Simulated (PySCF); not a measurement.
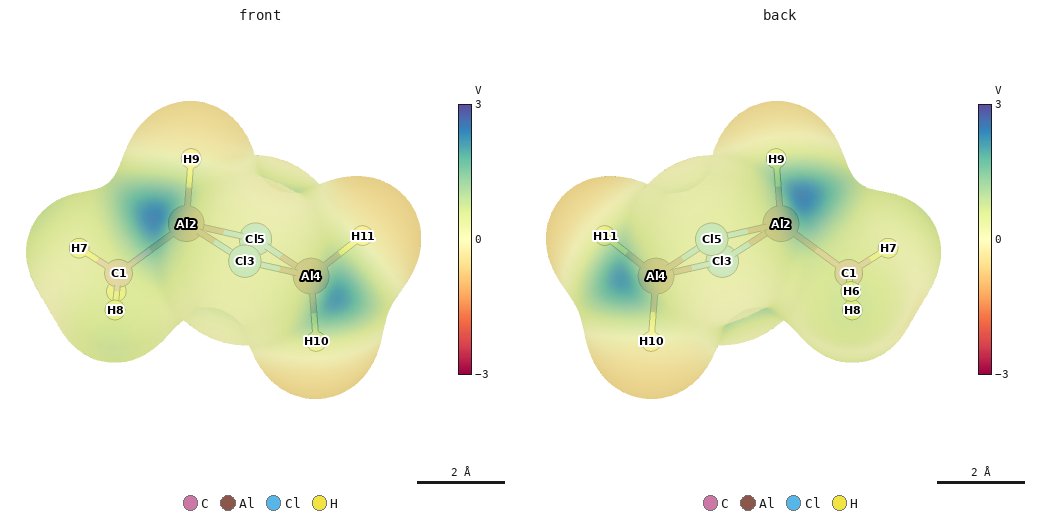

CH₆Al₂Cl₂. The molecular electrostatic potential painted on the density surface at 0.002 e/bohr³, seen from the front and from behind; red is negative and blue positive.

Geometry: GFN2-xTB.

Level of theory: PBE0/def2-SVPD, SCF density, gas phase (PySCF).

```yaml
atoms:
  - { symbol: C, position_ang: [-2.0933, -0.4001, -0.0971] }
  - { symbol: Al, position_ang: [-0.5471, 0.8331, -0.0621] }
  - { symbol: Cl, position_ang: [0.9642, 0.2094, 1.4573] }
  - { symbol: Al, position_ang: [2.3949, -0.2878, -0.1062] }
  - { symbol: Cl, position_ang: [0.9541, 0.3228, -1.6259] }
  - { symbol: H, position_ang: [-2.2056, -0.9506, -1.0387] }
  - { symbol: H, position_ang: [-3.0180, 0.1706, 0.0299] }
  - { symbol: H, position_ang: [-2.0890, -1.1561, 0.6975] }
  - { symbol: H, position_ang: [-0.4732, 2.3692, -0.0002] }
  - { symbol: H, position_ang: [2.5512, -1.8209, -0.1624] }
  - { symbol: H, position_ang: [3.5673, 0.7131, -0.0781] }
```

> Where is the surface potential most negative and most positive?

The most negative region (about −0.5 V) lies over H10 and H11, the most positive (about +2.3 V) over Al2.
